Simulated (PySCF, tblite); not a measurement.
# CH₁₂N₂Si₄: geometry, infrared bands and NMR shifts

What infrared bands and NMR shifts should CH₁₂N₂Si₄ (`N[Si@@H]1C[Si@@](N)([SiH3])[SiH2]1`) show?

Programs: tblite 0.8.0 and PySCF 2.14.0, with density-fitted response routines of our own. Each step states its level of theory. These are calculated values for one molecule in the gas phase, unless marked as measured. Atoms are numbered from 0 throughout.

## Step 1: The molecule as given

19 atoms, charge 0, multiplicity 1; geometry from: force field or distance geometry start.

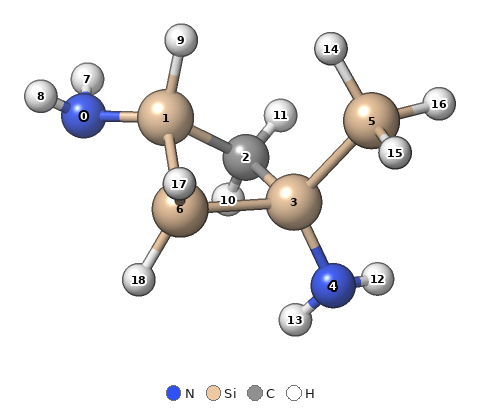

The starting geometry (nitrogen blue, silicon light orange, carbon grey, hydrogen white), atoms numbered.

## Step 2: Optimising the geometry with GFN2-xTB

What the job is given:

```
{"job": {"kind": "relax", "xc": "GFN2-xTB", "basis": "xTB"}, "charge": 0, "multiplicity": 1}
N      3.179400    -0.327300     0.402900
Si     1.561000     0.192800     0.525400
C      0.340600    -1.246500     0.370500
Si    -0.998000    -0.176700    -0.497700
N     -1.810200    -1.093900    -1.673700
Si    -2.359700     0.966800     0.974300
Si     0.634000     1.219000    -1.277200
H      3.427200    -0.920600     1.191400
H      3.817000     0.462300     0.450200
H      1.408600     0.926400     1.809900
H      0.700500    -2.052000    -0.273600
H      0.012400    -1.677600     1.322700
H     -2.375600    -1.834900    -1.257600
H     -1.149500    -1.559100    -2.311400
H     -1.519200     1.678800     1.984400
H     -3.189100     1.968000     0.269800
H     -3.242300     0.013900     1.691700
H      0.361800     2.668500    -1.123000
H      1.191300     0.801300    -2.586500
```

Run with:

```bash
$ OMP_NUM_THREADS=1 python probes_run.py task.json out
```

The driver reads the jobs from task.json and runs them one after another.

Output:

```text
step      E/eV     max force
  0    -570.23668    1.887
  1    -570.32250    0.531
  2    -570.36642    0.506
  3    -570.44299    0.717
  4    -570.49267    0.753
  5    -570.56218    0.593
  6    -570.60515    0.496
  7    -570.63656    0.402
  8    -570.65500    0.318
  9    -570.66667    0.221
 10    -570.67408    0.173
 11    -570.67962    0.181
 12    -570.68428    0.175
 13    -570.68894    0.193
 14    -570.69426    0.197
 15    -570.70013    0.242
 16    -570.70578    0.255
 17    -570.71055    0.168
 18    -570.71462    0.184
 19    -570.71898    0.187
 20    -570.72418    0.226
 21    -570.72898    0.182
 22    -570.73226    0.130
 23    -570.73470    0.134
 24    -570.73705    0.123
 25    -570.73951    0.123
 26    -570.74217    0.118
 27    -570.74515    0.152
 28    -570.74853    0.190
 29    -570.75208    0.155
 30    -570.75497    0.129
 31    -570.75686    0.105
 32    -570.75857    0.155
 33    -570.76083    0.193
 34    -570.76346    0.155
 35    -570.76589    0.139
 36    -570.76774    0.121
 37    -570.76917    0.118
 38    -570.77061    0.131
 39    -570.77223    0.095
 40    -570.77381    0.125
 41    -570.77527    0.108
 42    -570.77673    0.097
 43    -570.77827    0.115
 44    -570.77986    0.111
 45    -570.78142    0.099
 46    -570.78288    0.079
 47    -570.78428    0.099
 48    -570.78592    0.116
 49    -570.78828    0.155
 50    -570.79160    0.219
 51    -570.79536    0.214
 52    -570.79857    0.140
 53    -570.80072    0.126
 54    -570.80256    0.148
 55    -570.80489    0.171
 56    -570.80824    0.131
 57    -570.81039    0.101
 58    -570.81200    0.080
 59    -570.81332    0.095
 60    -570.81448    0.105
 61    -570.81549    0.090
 62    -570.81639    0.065
 63    -570.81744    0.068
 64    -570.81805    0.071
 65    -570.81911    0.090
 66    -570.81990    0.069
 67    -570.82062    0.046
 68    -570.82126    0.056
 69    -570.82204    0.085
 70    -570.82304    0.089
 71    -570.82418    0.071
 72    -570.82523    0.069
 73    -570.82616    0.071
 74    -570.82702    0.082
 75    -570.82797    0.072
 76    -570.82909    0.098
 77    -570.83048    0.121
 78    -570.83176    0.098
 79    -570.83280    0.083
 80    -570.83364    0.063
 81    -570.83467    0.084
 82    -570.83606    0.113
 83    -570.83762    0.118
 84    -570.83932    0.091
 85    -570.84043    0.077
 86    -570.84115    0.076
 87    -570.84222    0.097
 88    -570.84369    0.106
 89    -570.84532    0.098
 90    -570.84680    0.092
 91    -570.84786    0.117
 92    -570.84932    0.104
 93    -570.85101    0.112
 94    -570.85395    0.125
 95    -570.85506    0.127
 96    -570.85610    0.065
 97    -570.85705    0.077
 98    -570.85792    0.090
 99    -570.85931    0.082
100    -570.86064    0.065
101    -570.86143    0.105
102    -570.86202    0.056
103    -570.86254    0.071
104    -570.86307    0.084
105    -570.86373    0.067
106    -570.86521    0.061
107    -570.86570    0.056
108    -570.86616    0.041
109    -570.86638    0.041
110    -570.86670    0.053
111    -570.86711    0.063
112    -570.86749    0.042
113    -570.86772    0.057
114    -570.86788    0.053
115    -570.86809    0.043
116    -570.86833    0.033
117    -570.86853    0.037
118    -570.86872    0.033
119    -570.86891    0.033
120    -570.86911    0.035
121    -570.86925    0.028
122    -570.86935    0.030
123    -570.86945    0.039
124    -570.86960    0.039
125    -570.86980    0.033
126    -570.87003    0.040
127    -570.87024    0.034
128    -570.87043    0.035
129    -570.87062    0.036
130    -570.87081    0.035
131    -570.87099    0.031
132    -570.87111    0.024
133    -570.87120    0.028
134    -570.87130    0.032
135    -570.87150    0.029
136    -570.87170    0.032
137    -570.87187    0.021
138    -570.87194    0.018
139    -570.87197    0.013
140    -570.87199    0.011
141    -570.87202    0.011
142    -570.87205    0.013
143    -570.87208    0.013
144    -570.87212    0.013
145    -570.87214    0.010
146    -570.87216    0.006
```

Wall time 5.3 s (1 thread of Intel Xeon at 2.50GHz, shared host); peak memory 0.18 GiB.

Step by step: (not every step is listed)

| step | energy from step 0 (eV) | largest force (eV/Å) |
| --- | --- | --- |
| 0 | 0.0000 | 1.8868 |
| 1 | -0.0858 | 0.5310 |
| 2 | -0.1297 | 0.5055 |
| 3 | -0.2063 | 0.7167 |
| 4 | -0.2560 | 0.7532 |
| 5 | -0.3255 | 0.5926 |
| 6 | -0.3685 | 0.4961 |
| 7 | -0.3999 | 0.4024 |
| 8 | -0.4183 | 0.3182 |
| 21 | -0.4923 | 0.1820 |
| 34 | -0.5268 | 0.1546 |
| 47 | -0.5476 | 0.0991 |
| 60 | -0.5778 | 0.1054 |
| 73 | -0.5895 | 0.0707 |
| 86 | -0.6045 | 0.0761 |
| 99 | -0.6226 | 0.0820 |
| 112 | -0.6308 | 0.0420 |
| 125 | -0.6331 | 0.0327 |
| 138 | -0.6353 | 0.0181 |
| 141 | -0.6353 | 0.0110 |
| 142 | -0.6354 | 0.0133 |
| 143 | -0.6354 | 0.0127 |
| 144 | -0.6354 | 0.0126 |
| 145 | -0.6355 | 0.0104 |
| 146 | -0.6355 | 0.0062 |

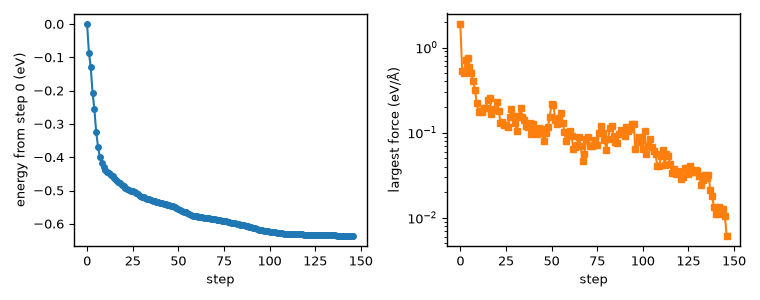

Energy and force, step by step.

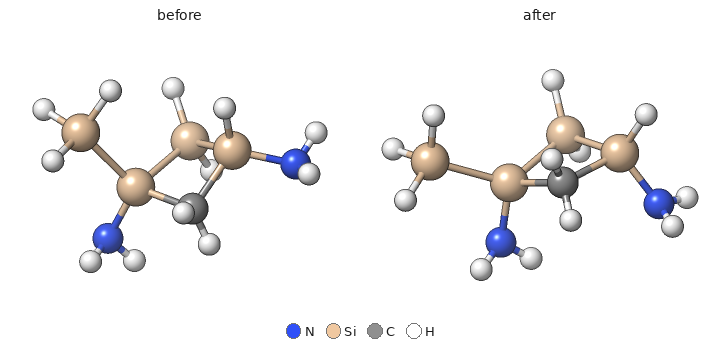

Before and after, at one scale.

Close pairs (by a distance rule), those that changed most:

| bond | before (Å) | after (Å) | change (Å) |
| --- | --- | --- | --- |
| Si3–Si6 | 2.285 | 2.361 | +0.077 |
| Si1–Si6 | 2.272 | 2.328 | +0.056 |
| Si3–N4 | 1.698 | 1.741 | +0.043 |
| C2–Si3 | 1.921 | 1.958 | +0.037 |
| Si1–C2 | 1.893 | 1.924 | +0.030 |
| N0–Si1 | 1.704 | 1.734 | +0.029 |
| Si5–H14 | 1.495 | 1.467 | -0.027 |
| N4–H13 | 1.029 | 1.008 | -0.022 |

The end geometry stands in the next job.

## Step 3: Vibrational analysis with GFN2-xTB

What the job is given:

```
{"job": {"kind": "ir", "xc": "GFN2-xTB", "basis": "xTB"}, "charge": 0, "multiplicity": 1}
N      2.910888    -0.915015    -0.290323
Si     2.001169     0.308291     0.535442
C      0.368770    -0.537148     1.102444
Si    -0.923763     0.084483    -0.230506
N     -1.250322    -1.096084    -1.467458
Si    -2.984880     0.585481     0.692635
Si     0.770200     1.528259    -1.018816
H      3.147026    -1.756298     0.213155
H      3.704054    -0.627965    -0.840566
H      2.732276     0.891738     1.680455
H      0.441929    -1.623717     1.150634
H      0.087814    -0.217863     2.106734
H     -1.873628    -1.862531    -1.267212
H     -0.477728    -1.435729    -2.018030
H     -2.829756     1.406520     1.899007
H     -3.838233     1.354741    -0.216820
H     -3.793709    -0.569317     1.108477
H      0.604780     2.960561    -0.717697
H      1.193309     1.530845    -2.429018
```

Output:

```text
mode    cm-1     km/mol
  1       8.8      0.01
  2      32.6      0.05
  3      73.7      0.71
  4     106.9      0.99
  5     143.1      2.89
  6     155.8      7.47
  7     171.9      3.14
  8     193.5     24.07
  9     196.7      5.76
 10     225.7     18.97
 11     277.7      9.64
 12     332.9     10.73
 13     340.6      5.13
 14     406.8     31.41
 15     416.0      7.65
 16     424.2     26.80
 17     439.8     18.64
 18     472.2    117.27
 19     518.2    124.01
 20     531.4    110.00
 21     548.6    103.08
 22     585.4    288.12
 23     613.1     74.90
 24     653.7    211.00
 25     669.7     36.21
 26     694.4    139.74
 27     780.4    794.80
 28     806.1     35.12
 29     814.6     22.90
 30     820.0    245.44
 31     825.8     74.48
 32     829.0    206.65
 33     844.4    160.47
 34     871.3    168.74
 35     961.4     11.18
 36    1103.1     62.72
 37    1480.7      0.54
 38    1534.3     35.79
 39    1535.3     48.88
 40    2083.5    396.29
 41    2137.0    510.69
 42    2144.7    226.66
 43    2187.7    399.76
 44    2211.2    367.17
 45    2230.0    281.35
 46    2965.2     52.54
 47    2979.0     20.40
 48    3455.9      0.38
 49    3457.7      1.36
 50    3490.6      5.84
 51    3496.7      2.23
```

It took 3.8 s on 1 thread of Intel Xeon at 2.50GHz, shared host; peak memory 0.18 GiB.

Which atoms move in the most intense modes:

| cm⁻¹ | km/mol | atoms |
| --- | --- | --- |
| 585 | 288.1 | H17 20 %, C2 17 %, H9 16 %, H18 15 % |
| 780 | 794.8 | H14 24 %, H15 24 %, H16 22 % |
| 820 | 245.4 | H15 30 %, H14 25 %, H7 13 % |
| 2084 | 396.3 | H9 95 % |
| 2137 | 510.7 | H17 76 %, H18 19 % |
| 2188 | 399.8 | H16 95 % |
| 2211 | 367.2 | H14 95 % |
| 2230 | 281.4 | H15 96 % |

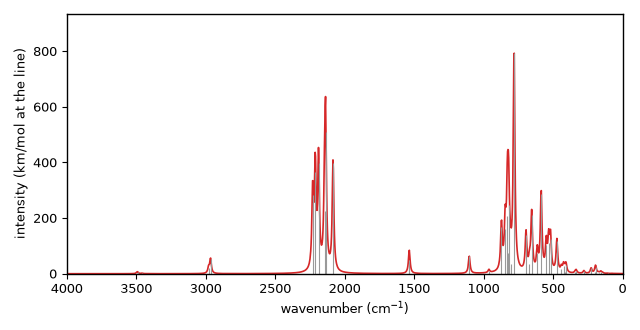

The infrared spectrum from these modes, unscaled. Lines are broadened to a width of 14 cm⁻¹ (Lorentzian).

## Step 4: Nuclear shieldings: PBE0/pcSseg-1

Same as in step 3 but for these lines:

```diff
@@ -1,2 +1,2 @@
-{"job": {"kind": "ir", "xc": "GFN2-xTB", "basis": "xTB"}, "charge": 0, "multiplicity": 1}
+{"job": {"kind": "nmr", "xc": "PBE0", "basis": "pcSseg-1"}, "charge": 0, "multiplicity": 1}
 N      2.910888    -0.915015    -0.290323
```

Method: GIAO PBE0/pcSseg-1 NMR shielding, non-relativistic, gas phase.

Output:

```text
coarse grid: 17152 points
cycle   1  E = -1311.9914297964  dE =  3.861e-01  |g| = 6.501e-01  |ddm| = 3.997e+00
cycle   2  E = -1311.9110698138  dE =  8.036e-02  |g| = 8.714e-01  |ddm| = 1.489e+00
cycle   3  E = -1312.0861138360  dE = -1.750e-01  |g| = 5.827e-02  |ddm| = 1.013e+00
cycle   4  E = -1312.0868880452  dE = -7.742e-04  |g| = 2.676e-02  |ddm| = 1.220e-01
cycle   5  E = -1312.0870558270  dE = -1.678e-04  |g| = 8.422e-03  |ddm| = 3.682e-02
cycle   6  E = -1312.0870745090  dE = -1.868e-05  |g| = 2.034e-03  |ddm| = 1.506e-02
cycle   7  E = -1312.0870756619  dE = -1.153e-06  |g| = 3.716e-04  |ddm| = 3.520e-03
final grid: 145360 points
cycle   8  E = -1312.1189401647  dE = -1.962e-05  |g| = 8.618e-03  |ddm| = 2.268e-02
cycle   9  E = -1312.1189252604  dE =  1.490e-05  |g| = 1.191e-02  |ddm| = 1.914e-02
cycle  10  E = -1312.1189559260  dE = -3.067e-05  |g| = 5.713e-04  |ddm| = 1.143e-02
cycle  11  E = -1312.1189559857  dE = -5.969e-08  |g| = 2.284e-04  |ddm| = 1.028e-03
cycle  12  E = -1312.1189559987  dE = -1.297e-08  |g| = 6.838e-05  |ddm| = 3.623e-04
cycle  13  E = -1312.1189560000  dE = -1.280e-09  |g| = 1.625e-05  |ddm| = 1.171e-04
cycle  14  E = -1312.1189560000  dE = -6.730e-11  |g| = 3.250e-06  |ddm| = 2.940e-05
converged SCF energy = -1312.1189560000

GIAO shielding tensors (ppm)
atom      isotropic    diamagn.    paramagn.     s11        s22        s33       span
  0 N      254.045     313.878     -59.833    214.783    253.083    294.270     79.487
  1 Si     361.348     880.631    -519.284    320.615    361.770    401.658     81.042
  2 C      163.804     262.145     -98.341    147.434    166.358    177.621     30.187
  3 Si     352.460     880.426    -527.965    299.227    355.378    402.776    103.548
  4 N      243.673     318.098     -74.425    219.505    249.369    262.146     42.641
  5 Si     463.394     880.042    -416.649    448.703    452.884    488.594     39.891
  6 Si     426.979     882.143    -455.163    353.929    421.933    505.076    151.147
  7 H       31.508      30.256       1.253     23.842     28.148     42.535     18.693
  8 H       31.731      29.164       2.567     24.098     27.596     43.498     19.400
  9 H       25.726      29.440      -3.714     21.747     24.419     31.012      9.265
 10 H       31.117      34.691      -3.575     27.356     29.588     36.405      9.049
 11 H       30.988      33.975      -2.987     26.679     30.193     36.094      9.415
 12 H       31.250      31.662      -0.412     23.604     27.829     42.318     18.714
 13 H       30.883      32.810      -1.927     22.814     28.904     40.931     18.118
 14 H       28.371      29.168      -0.797     24.880     26.610     33.623      8.743
 15 H       28.250      28.305      -0.055     24.722     25.881     34.146      9.423
 16 H       28.113      28.878      -0.765     24.824     26.085     33.430      8.606
 17 H       27.468      30.355      -2.887     24.474     25.624     32.305      7.831
 18 H       27.410      30.493      -3.083     24.172     25.171     32.887      8.715
```

Run time: 2 min. Hardware: 1 thread of Intel Xeon at 2.50GHz, shared host; peak memory 0.92 GiB.

Shifts follow as δ = σ(reference) − σ, with reference shieldings (ppm) from runs at the same level and on the same kind of geometry: 1H TMS 31.72, 13C TMS 186.9, 29Si TMS 349.2, 15N NH3 267.7. The references are single molecules in the gas phase, so shifts against H2O, NH3, PH3, H3PO4 or CFCl3 are not on the usual liquid scales and can be off by tens of ppm. Atoms listed in one row are averaged.

| atoms | environment | σ (ppm) | δ (ppm) | δ scaled to CDCl3 |
| --- | --- | --- | --- | --- |
| C2 | sp3 CH2 bonded to 2 Si | 163.8 | 23.1 | 20.7 |
| H9 | hydrogen on a silicon bonded to C, N, Si, in a 4-membered ring | 25.73 | 5.99 | – |
| H18 | hydrogen on a silicon bonded to 2 Si, in a 4-membered ring | 27.41 | 4.31 | – |
| H17 | hydrogen on a silicon bonded to 2 Si, in a 4-membered ring | 27.47 | 4.25 | – |
| H14, H15, H16 | hydrogen on a silicon bonded to Si | 28.24 | 3.47 | – |
| H11 | hydrogen on an sp3 CH2 bonded to 2 Si | 30.99 | 0.73 | 0.79 |
| H12, H13 | hydrogen on a nitrogen bonded to Si | 31.07 | 0.65 | – |
| H10 | hydrogen on an sp3 CH2 bonded to 2 Si | 31.12 | 0.60 | 0.67 |
| H7, H8 | hydrogen on a nitrogen bonded to Si | 31.62 | 0.10 | – |
| N4 | nitrogen bonded to Si, 2 H | 243.7 | 24.1 | – |
| N0 | nitrogen bonded to Si, 2 H | 254.0 | 13.7 | – |
| Si3 | silicon bonded to C, N, 2 Si, in a 4-membered ring | 352.5 | -3.3 | – |
| Si1 | silicon bonded to C, N, Si, H, in a 4-membered ring | 361.3 | -12.2 | – |
| Si6 | silicon bonded to 2 Si, 2 H, in a 4-membered ring | 427.0 | -77.8 | – |
| Si5 | silicon bonded to Si, 3 H | 463.4 | -114.2 | – |

The scaled column applies a straight-line fit of computed shieldings to shifts measured in CDCl3 (root-mean-square error 0.16 ppm for H, 1.9 ppm for C).

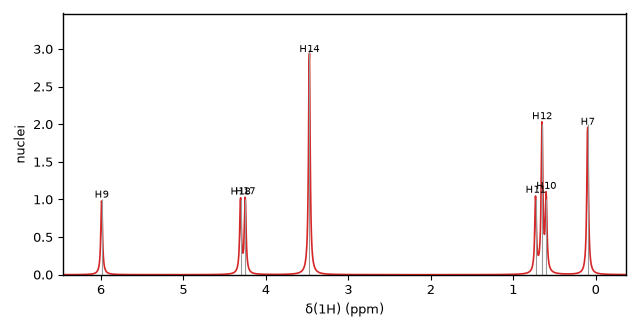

1H lines at the computed shifts, without couplings. Lines are broadened to a width of 0.02 ppm (Lorentzian).

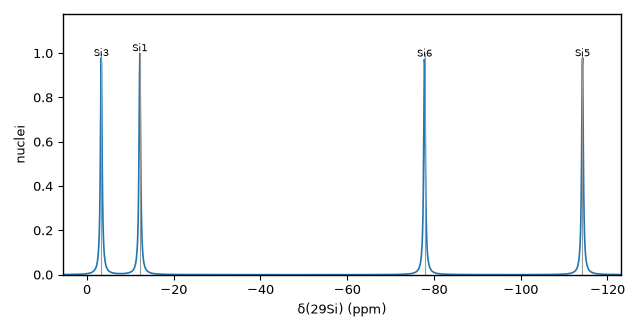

29Si lines at the computed shifts, without couplings. Lines are broadened to a width of 0.44 ppm (Lorentzian).

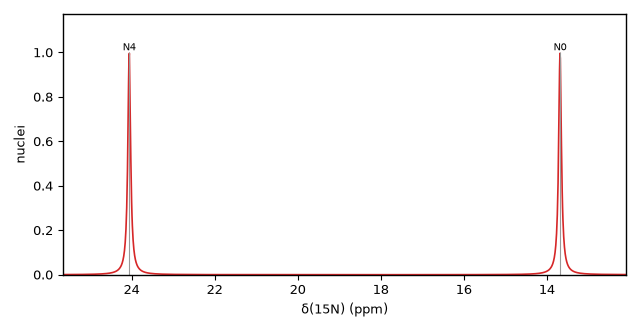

15N lines at the computed shifts, without couplings. Lines are broadened to a width of 0.08 ppm (Lorentzian).

The run also stored atomic charges by several schemes (e):

| atoms | Mulliken | IAO | Hirshfeld | ESP fit |
| --- | --- | --- | --- | --- |
| N0 | -0.63 | -0.84 | -0.32 | -0.98 |
| Si1 | 0.68 | 0.77 | 0.30 | 0.63 |
| C2 | -0.86 | -0.84 | -0.27 | -0.60 |
| Si3 | 0.46 | 0.64 | 0.25 | 0.53 |
| N4 | -0.62 | -0.82 | -0.32 | -1.02 |
| Si5 | 0.24 | 0.28 | 0.20 | 0.14 |
| Si6 | -0.01 | 0.10 | 0.13 | -0.06 |

Hirshfeld charges:

N0 -0.32; Si1 0.30; C2 -0.27; Si3 0.25; N4 -0.32; Si5 0.20; Si6 0.13; H7 0.11; H8 0.11; H9 -0.09; H10 0.03; H11 0.03; H12 0.11; H13 0.11; H14 -0.08; H15 -0.08; H16 -0.07; H17 -0.08; H18 -0.07

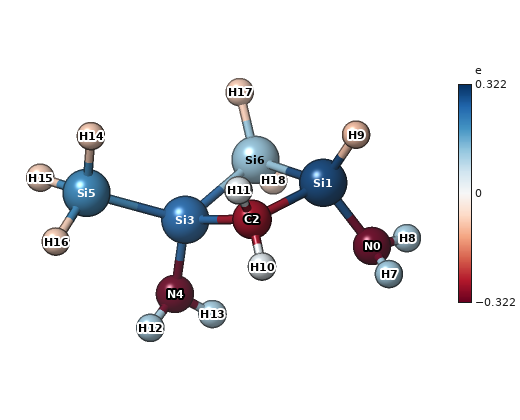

Hirshfeld charges, as colours on the atoms.

Mayer bond orders: N0–Si1 1.02, Si1–C2 0.90, C2–Si3 0.81, Si3–N4 1.04, Si3–Si5 0.92, Si3–Si6 0.87, Si6–Si1 0.88.

Ring of atoms Si1, C2, Si3, Si6: NICS(0) 2.6, NICS(1) -0.2, NICS(1)zz 6.5 ppm (means of both faces; NICS(1) differs between them: -1.6 and 1.1).

## Step 5: Results

```
                                                              quantity                                               value
                             strongest single infrared mode (GFN2-xTB)                                780 cm⁻¹, 795 km/mol
                                          zero-point energy (GFN2-xTB)                                       79.0 kcal/mol
                                13C shifts against TMS (PBE0/pcSseg-1)                                            23.1 ppm
1H shifts against TMS (PBE0/pcSseg-1, means over atoms taken as alike)  5.99, 4.31, 4.25, 3.47, 0.73, 0.65, 0.60, 0.10 ppm
                                15N shifts against NH3 (PBE0/pcSseg-1)                                      24.1, 13.7 ppm
                               29Si shifts against TMS (PBE0/pcSseg-1)                      -3.3, -12.2, -77.8, -114.2 ppm
```

What this shows: Relaxing lowered the energy by 0.635 eV in 146 steps; the close pair that moved most is Si3–Si6, from 2.285 to 2.361 Å. No mode is imaginary among the 51: a minimum at this level. The strongest single mode, at 780 cm⁻¹, has its largest shares on H14, H15 and H16 (the list is cut at 3 atoms). Unscaled tight-binding wavenumbers are off by several per cent, some by more. Its intensities can rank the bands wrongly. At PBE0/pcSseg-1: Shielding is most anisotropic at Si6 (span 151 ppm, paramagnetic term -455 ppm).
